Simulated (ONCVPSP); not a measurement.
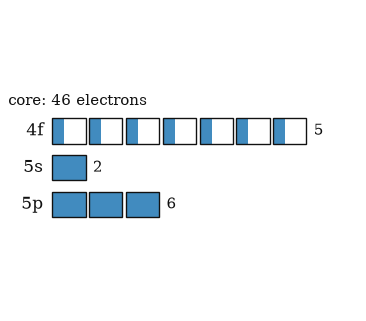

The valence shells of the reference configuration: a box for each of the 2l + 1 orbitals, shaded by the share of the shell that is filled, with the electron count at the right.

# Pseudopotential generation for Pm

System: promethium (Pm, Z = 61), core [Kr] 4d10, reference valence 4f5 5s2 5p6 (an ion of charge +2), valence charge 15.
Method: ONCV potential, PBEsol, scalar-relativistic, made with ONCVPSP 4.0.1.

**Output (extracts)**
```
ONCVPSP  (Optimized Norm-Conservinng Vanderbilt PSeudopotential)
scalar-relativistic version 4.0.1

#   n    l    f        energy (Ha)
    1    0    2.00    -1.6543817E+03
    2    0    2.00    -2.6939365E+02
    2    1    6.00    -2.4065275E+02
    3    0    2.00    -5.9109087E+01
    3    1    6.00    -5.0085974E+01
    3    2   10.00    -3.7714666E+01
    4    0    2.00    -1.2126796E+01
    4    1    6.00    -9.1660571E+00
    4    2   10.00    -4.9859337E+00
    4    3    5.00    -5.5921370E-01
    5    0    2.00    -2.0242721E+00
    5    1    6.00    -1.3152776E+00

Reference configufation results
  iterations    30
  all-electron total energy (Ha)   -1.00163547D+04

Begin loop to  construct optimized pseudo wave functions
and semi-local pseudopoentials for all angular momenta

WARNING wellstate: negative energy specified for n= 6 l=  0
WARNING scattering state with energy  0.25000000
WARNING will be used for the first projector

   Wellstate for l =  0  n =  7
     eigenvalue =   0.2500
     asymptotic potential =   0.7500
     half-point radius =  4.8538

Calculating optimized projector #   1

 for l=   0

    Fraction of norm inside rc  0.544622
    Optimizing pswf for qcut=   4.59 a_B^-1,  ecut=  10.54 Ha
    Residual kinetic energy error=  1.65D-02 Ha

    Energy error per electron        Cutoff
         Ha          eV             Ha
         0.01000     0.27211       12.05
         0.00100     0.02721       46.35
         0.00010     0.00272       57.57
         0.00001     0.00027       68.73

Calculating optimized projector #   2

 for l=   0

    Fraction of norm inside rc  0.043711
    Optimizing pswf for qcut=   4.59 a_B^-1,  ecut=  10.54 Ha
    Residual kinetic energy error=  5.26D-03 Ha

    Energy error per electron        Cutoff
         Ha          eV             Ha
         0.01000     0.27211        9.30
         0.00100     0.02721       20.60
         0.00010     0.00272       49.21
         0.00001     0.00027       82.84

   Wellstate for l =  1  n =  8
     eigenvalue =   2.3847
     asymptotic potential =   2.8847
     half-point radius =  4.0340

Calculating optimized projector #   1

 for l=   1

    Fraction of norm inside rc  0.744070
    Optimizing pswf for qcut=   5.50 a_B^-1,  ecut=  15.11 Ha
    Residual kinetic energy error=  7.66D-05 Ha

    Energy error per electron        Cutoff
         Ha          eV             Ha
         0.01000     0.27211        4.83
         0.00100     0.02721       11.53
         0.00010     0.00272       14.74
         0.00001     0.00027       46.40

Calculating optimized projector #   2

 for l=   1

    Fraction of norm inside rc  0.072784
    Optimizing pswf for qcut=   5.50 a_B^-1,  ecut=  15.11 Ha
    Residual kinetic energy error=  4.82D-04 Ha

    Energy error per electron        Cutoff
         Ha          eV             Ha
         0.01000     0.27211        8.37
         0.00100     0.02721       13.72
         0.00010     0.00272       32.44
         0.00001     0.00027       63.62

WARNING wellstate: moderately localized bound state found for n= 5 l=  2
WARNING scattering state with energy  0.05000000
WARNING will be used for the first projector

   Wellstate for l =  2  n =  6
     eigenvalue =   0.0500
     asymptotic potential =   0.5500
     half-point radius =  5.4862

   Wellstate for l =  2  n =  7
     eigenvalue =   2.1500
     asymptotic potential =   2.6500
     half-point radius =  3.4554

   Wellstate for l =  2  n =  8
     eigenvalue =   4.2500
     asymptotic potential =   4.7500
     half-point radius =  3.4312

Calculating optimized projector #   1

 for l=   2

    Fraction of norm inside rc  0.085999
    Optimizing pswf for qcut=   6.40 a_B^-1,  ecut=  20.51 Ha
    Residual kinetic energy error=  1.53D-06 Ha

    Energy error per electron        Cutoff
         Ha          eV             Ha
         0.01000     0.27211        4.92
         0.00100     0.02721        6.88
         0.00010     0.00272        9.82
         0.00001     0.00027       16.42

Calculating optimized projector #   2

 for l=   2

    Fraction of norm inside rc  0.086920
    Optimizing pswf for qcut=   6.40 a_B^-1,  ecut=  20.51 Ha
    Residual kinetic energy error=  6.58D-04 Ha

    Energy error per electron        Cutoff
         Ha          eV             Ha
         0.01000     0.27211        7.12
         0.00100     0.02721        9.75
         0.00010     0.00272       65.36

Calculating optimized projector #   3

 for l=   2

    Fraction of norm inside rc  0.056362
    Optimizing pswf for qcut=   6.40 a_B^-1,  ecut=  20.51 Ha
    Residual kinetic energy error=  6.13D-03 Ha

    Energy error per electron        Cutoff
         Ha          eV             Ha
         0.01000     0.27211       12.64
         0.00100     0.02721       72.52
         0.00010     0.00272      113.49

WARNING wellstate: negative energy specified for n= 5 l=  3
WARNING scattering state with energy  0.25000000
WARNING will be used for the first projector

   Wellstate for l =  3  n =  5
     eigenvalue =   0.2500
     asymptotic potential =   0.7500
     half-point radius =  4.1374

Calculating optimized projector #   1

 for l=   3

    Fraction of norm inside rc  0.476467
    Optimizing pswf for qcut=  12.69 a_B^-1,  ecut=  80.48 Ha
    Residual kinetic energy error=  9.20D-02 Ha

    Energy error per electron        Cutoff
         Ha          eV             Ha
         0.01000     0.27211      306.12
         0.00100     0.02721      376.49
         0.00010     0.00272      492.28

Calculating optimized projector #   2

 for l=   3

    Fraction of norm inside rc  0.046973
    Optimizing pswf for qcut=  12.69 a_B^-1,  ecut=  80.48 Ha
    Residual kinetic energy error=  1.05D-02 Ha

    Energy error per electron        Cutoff
         Ha          eV             Ha
         0.01000     0.27211       80.90
         0.00100     0.02721      210.98
         0.00010     0.00272      468.66
         0.00001     0.00027      594.76

Construct Vanderbilt / Kleinmman-Bylander projectors

B matrix Hermiticity error, ll=   0
   1   2   -2.0949E-04

  Orthonormal projector coefficients  2.5329E+01  2.6109E+00

B matrix Hermiticity error, ll=   1
   1   2    2.8248E-04

  Orthonormal projector coefficients  1.8609E+01  1.3423E+00

B matrix Hermiticity error, ll=   2
   1   2    9.5778E-05
   1   3   -1.7464E-04
   2   3    1.1470E-04

  Orthonormal projector coefficients -3.5041E+01  1.0556E+01  1.2620E+00

B matrix Hermiticity error, ll=   3
   1   2    1.2326E-04

  Orthonormal projector coefficients -2.1424E+02 -1.5974E+01

Model core correction analysis
  based on d2Exc/dn_idn_j

d2excae - all-electron derivatives

   -1.785541D-02   -1.324383D-02   -1.055407D-02
   -1.324352D-02   -2.491428D-02   -2.201801D-02
   -1.055379D-02   -2.201798D-02   -2.258979D-02

d2excps - pseudofunction derivatives with no core correction

   -5.097631D-02   -1.951527D-02   -1.514542D-02
   -1.951549D-02   -2.885490D-02   -2.421261D-02
   -1.514569D-02   -2.421289D-02   -2.344803D-02

rms 2nd derivative error    1.175551E-02

rmatch, rhocmatch    1.0315    6.9097

Teter function model core charge with specified parameters

d2excps - pseudofunction derivatives with core correction

   -2.903208D-02   -1.155156D-02   -9.489207D-03
   -1.155156D-02   -1.801692D-02   -1.615411D-02
   -9.489156D-03   -1.615403D-02   -1.698427D-02

rms 2nd derivative error    5.584485E-03

Pseudoatom total energy  -68.150405

Diagnostic tests using Vanderbilt-Kleinman-Bylander pseudopotentials
  1 or more projectors used as specified by nproj input data

   l    rcore       rmatch      e in        delta e   norm test  slope test

   0   1.4506453   1.4946900  -2.0242721  -0.0000171   1.0001119   1.0001414
   0   1.4506453   1.4946900   0.2500000  -0.0000037   1.0004370   1.0004370

   1   2.0037899   2.0646293  -1.3152776  -0.0000038   1.0000721   1.0000839
   1   2.0037899   2.0646293   2.3847224   0.0000743   1.0002529   1.0002529

   2   1.6546906   1.7049306   0.0500000  -0.0000276   1.0001700   1.0001700
   2   1.6546906   1.7049306   2.1500000   0.0002040   1.0003241   1.0003241
   2   1.6546906   1.7049306   4.2500000  -0.0003804   1.0007340   1.0007340

   3   0.8518065   0.8776692  -0.5592137   0.0002058   1.0002897   1.0000810
   3   0.8518065   0.8776692   0.2500000   0.0000642   1.0005629   1.0005629

 Testing for bound ghosts
   n   l    E NL Schr. Eq   E Basis Diag.   E Cutoff

       0                      -29.694923     89.08  WARNING - GHOST(-)
   1   0       -2.024289       -2.023905     89.08

       1                      -12.721098     75.43  WARNING - GHOST(-)
   2   1       -1.315281       -1.315238     75.43

       2                       -3.640846     93.85  WARNING - GHOST(-)
       2                       -0.943683     93.85  WARNING - GHOST(-)
       2                       -0.472125     93.85  WARNING - GHOST(-)

   4   3       -0.559008       -0.508025    534.56

 Testing for highly-localized positive-energy ghosts
       l    <radius>/rc     E Basis Diag.   E Cutoff

       0        0.780668        4.047897     89.08  WARNING - GHOST(+)

       3        0.434296      108.169934    534.56  WARNING - GHOST(+)

       3        0.977202      201.968186    534.56  WARNING - GHOST(+)

Test configuration 0

   n   l     f        eae           eps        diff
   1   0  2.0000-1654.38173328
   2   0  2.0000 -269.39365249
   2   1  6.0000 -240.65275096
   3   0  2.0000  -59.10908689
   3   1  6.0000  -50.08597426
   3   2 10.0000  -37.71466592
   4   0  2.0000  -12.12679597
   4   1  6.0000   -9.16605707
   4   2 10.0000   -4.98593367
   4   3  5.0000   -0.55921370   -0.55900787    2.06D-04
   5   0  2.0000   -2.02427212   -2.02428919   -1.71D-05
   5   1  6.0000   -1.31527761   -1.31528142   -3.81D-06

    Total energies and differences
      AE_ref= -1.00163547D+04  AE_tst= -1.00163547D+04  dif=  0.00D+00
      PS_ref= -6.81504046D+01  PS_tst= -6.81504046D+01  dif= -1.42D-14
      PSP excitation error=  1.42D-14

Test configuration 1

   n   l     f        eae           eps        diff
   1   0  2.0000-1653.89925406
   2   0  2.0000 -268.91397785
   2   1  6.0000 -240.17274363
   3   0  2.0000  -58.63283256
   3   1  6.0000  -49.60965053
   3   2 10.0000  -37.23802423
   4   0  2.0000  -11.64938770
   4   1  6.0000   -8.68819718
   4   2 10.0000   -4.50734847
   4   3  5.0000   -0.08046817   -0.08084443   -3.76D-04
   5   0  2.0000   -1.53982154   -1.53968959    1.32D-04
   5   1  6.0000   -0.83360163   -0.83358543    1.62D-05
   6   0  2.0000   -0.13085151   -0.13069153    1.60D-04

    Total energies and differences
      AE_ref= -1.00163547D+04  AE_tst= -1.00169700D+04  dif= -6.15D-01
      PS_ref= -6.81504046D+01  PS_tst= -6.87651784D+01  dif= -6.15D-01
      PSP excitation error= -5.38D-04

Test configuration 2

   n   l     f        eae           eps        diff
   1   0  2.0000-1654.12127673
   2   0  2.0000 -269.13492065
   2   1  6.0000 -240.39382805
   3   0  2.0000  -58.85238266
   3   1  6.0000  -49.82923022
   3   2 10.0000  -37.45773352
   4   0  2.0000  -11.86946274
   4   1  6.0000   -8.90847060
   4   2 10.0000   -4.72794706
   4   3  5.0000   -0.30142519   -0.30145191   -2.67D-05
   5   0  2.0000   -1.76341320   -1.76325694    1.56D-04
   5   1  6.0000   -1.05662653   -1.05651779    1.09D-04
   6   0  1.0000   -0.30533132   -0.30509689    2.34D-04

    Total energies and differences
      AE_ref= -1.00163547D+04  AE_tst= -1.00167531D+04  dif= -3.98D-01
      PS_ref= -6.81504046D+01  PS_tst= -6.85487783D+01  dif= -3.98D-01
      PSP excitation error= -5.50D-05

Test configuration 3

   n   l     f        eae           eps        diff
   1   0  2.0000-1655.02080931
   2   0  2.0000 -270.05517396
   2   1  6.0000 -241.31094922
   3   0  2.0000  -59.80092577
   3   1  6.0000  -50.77711117
   3   2 10.0000  -38.40311745
   4   0  2.0000  -12.79929156
   4   1  6.0000   -9.83237081
   4   2 10.0000   -5.64118672
   4   3  4.0000   -1.16508905   -1.17590392   -1.08D-02
   5   0  2.0000   -2.54755474   -2.54665156    9.03D-04
   5   1  6.0000   -1.80325951   -1.80439795   -1.14D-03

    Total energies and differences
      AE_ref= -1.00163547D+04  AE_tst= -1.00155007D+04  dif=  8.54D-01
      PS_ref= -6.81504046D+01  PS_tst= -6.72934051D+01  dif=  8.57D-01
      PSP excitation error= -3.07D-03

Test configuration 4

psatom: WARNING lschvkbb convergence error n,l,iter=   3   2   2
ea(ii),et,emin,emax -4.977376E-01 -5.475114E-01 -5.475114E-01 -5.475114E-01
run_config: WARNING for fully non-local PS atom, stg. 2
 WARNING no output for configuration 5
```

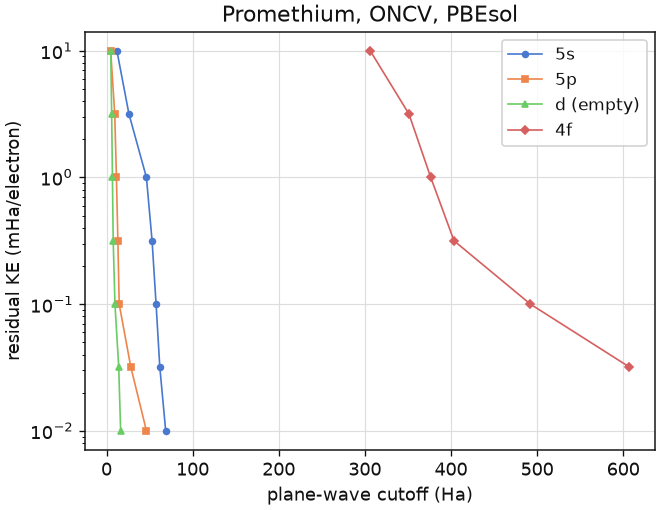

Residual kinetic energy of the pseudo-waves (the first of each channel, and further valence shells) beyond the plane-wave cutoff, as the generator prints it.

- Cutoffs for the occupied states: 376 Ha for 1 mHa and 492 Ha for 0.1 mHa per electron. The first is set by 4f.
- Hardest wave at 1 mHa per electron: 4f, with rc = 0.85 bohr and qcut = 12.7 1/bohr. The optimisation minimises, but can't always remove, the kinetic energy above qcut²/2 = 80.6 Ha, and a larger rc would as a rule soften the wave at some cost in transferability.
- Cutoffs for 1 mHa per electron: 4f: 376 Ha; 5s: 46 Ha; 5p: 12 Ha; d (empty): 6.9 Ha. The potential isn't sound: its ghost test gives GHOST(-) flagged for s at -808.0 eV, p at -346.2 eV, d at -99.1 eV, d at -25.7 eV, d at -12.8 eV; GHOST(+) flagged for s at 110.1 eV (flags above 300 eV left out).

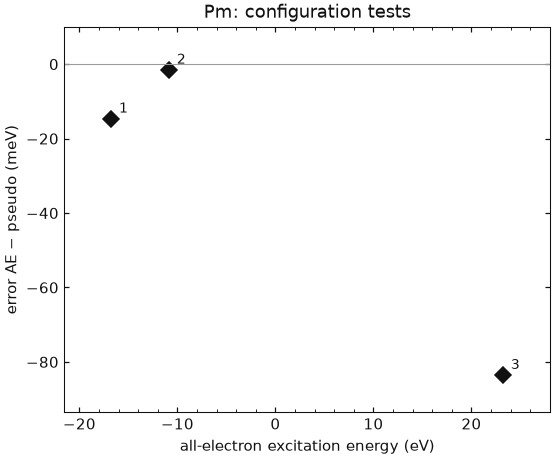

Errors, all-electron minus pseudo, of the energies of valence configurations relative to the unpolarised reference 4f5 5s2 5p6. Points: 1 = 4f5 5s2 5p6 6s2; 2 = 4f5 5s2 5p6 6s1; 3 = 4f4 5s2 5p6. Not all tests gave a result: 1 of 4 tests not solved.

- Worst configuration: 4f4 5s2 5p6 (charge +3): the error is -84 meV on an all-electron energy of +23.24 eV relative to the reference, or 0.36 %.
- Errors in meV: 4f5 5s2 5p6 6s2: -15; 4f5 5s2 5p6 6s1: -1.5; 4f4 5s2 5p6: -84.

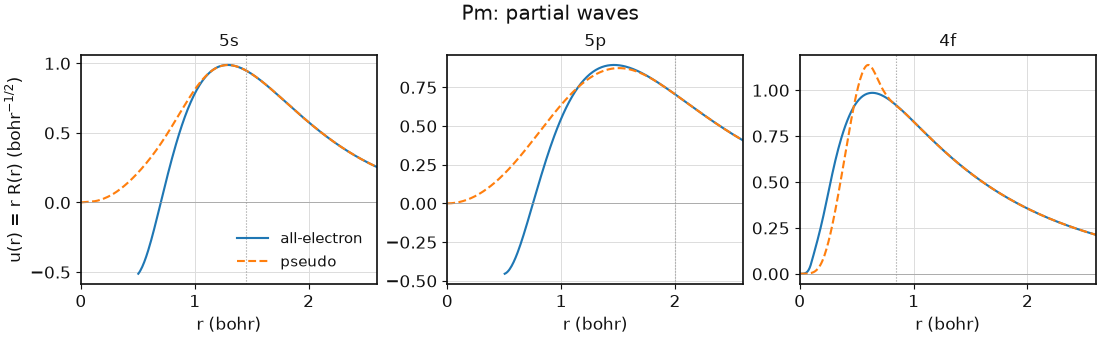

All-electron valence functions (solid) with their pseudo partners (dashed). Dotted lines mark the matching radii. The innermost oscillations of some all-electron curves aren't drawn. Pseudo-waves: 5s has no node; 5p has no node; 4f has no node.

**Input file**
```
# ATOM AND REFERENCE CONFIGURATION
# atsym  z   nc   nv     iexc    psfile
  Pm 61.00    9    3  -116133      upf
#
#   n    l    f
    1    0    2.00
    2    0    2.00
    2    1    6.00
    3    0    2.00
    3    1    6.00
    3    2   10.00
    4    0    2.00
    4    1    6.00
    4    2   10.00
    4    3    5.00
    5    0    2.00
    5    1    6.00
#
# PSEUDOPOTENTIAL AND OPTIMIZATION
# lmax
    3
#
#   l,   rc,      ep,       ncon, nbas, qcut
    0    1.45    0.00    4    7    4.60
    1    2.00    0.00    4    8    5.50
    2    1.65    0.38    3    6    6.40
    3    0.85    0.00    4    8   12.70
#
# LOCAL POTENTIAL
# lloc, lpopt,  rc(5),   dvloc0
    4    3    0.55    1.00
#
# VANDERBILT-KLEINMAN-BYLANDER PROJECTORs
# l, nproj, debl
    0    2    2.00
    1    2    3.70
    2    3    2.10
    3    2    0.50
#
# MODEL CORE CHARGE
# icmod, fcfact, rcfact
    3    4.50    1.75
#
# LOG DERIVATIVE ANALYSIS
# epsh1, epsh2, depsh
   -4.00    5.00    0.02
#
# OUTPUT GRID
# rlmax, drl
    6.00    0.01
#
# TEST CONFIGURATIONS
# ncnf
    4
# nvcnf
#   n    l    f
    4
    4    3    5.00
    5    0    2.00
    5    1    6.00
    6    0    2.00
#
    4
    4    3    5.00
    5    0    2.00
    5    1    6.00
    6    0    1.00
#
    3
    4    3    4.00
    5    0    2.00
    5    1    6.00
#
    4
    4    3    5.00
    5    0    2.00
    5    1    6.00
    5    2    1.00
#
```

Run as:
```bash
oncvpsp.x < Pm.dat > Pm.out
```

**Summary**

- outcome: generated, with a ghost state
- cutoffs needed: 376 Ha and 492 Ha (the cutoffs at which the residual kinetic energy of the hardest occupied pseudo-wave falls to 1 and 0.1 mHa per electron)
- ghost test: GHOST(-) flagged for s at -808.0 eV, p at -346.2 eV, d at -99.1 eV, d at -25.7 eV, d at -12.8 eV; GHOST(+) flagged for s at 110.1 eV (flags above 300 eV left out)
- configuration tests: 1 of 4 tests not solved
- rms error of d²Exc/dni dnj: 11.76 mHa without and 5.58 mHa with the model core
- largest excitation error among the tests solved: -84 meV (all-electron minus pseudo) for 4f4 5s2 5p6
- clearest signs, in the scattering phases, of states that the all-electron atom lacks: s near 4.0 Ha
- range over which the phases arctan(r R′/R) at the test radius agree within 0.05 rad (a looser test near the poles than one of phase shifts): s: up to about 3.5 Ha; p: over the whole range computed; f: over the whole range computed; d: not judged, the stored energies step over a narrow level
- hardware: 1 CPU thread, shared host
- wall time: 6.4 s

**Remarks**

The potential has a bound ghost state, so it can't be used as it stands. Warnings of the program, in the generation or the tests: wellstate: moderately localized bound state found for n= 5 l= 2; wellstate: negative energy specified for n= 5 l= 3; wellstate: negative energy specified for n= 6 l= 0.
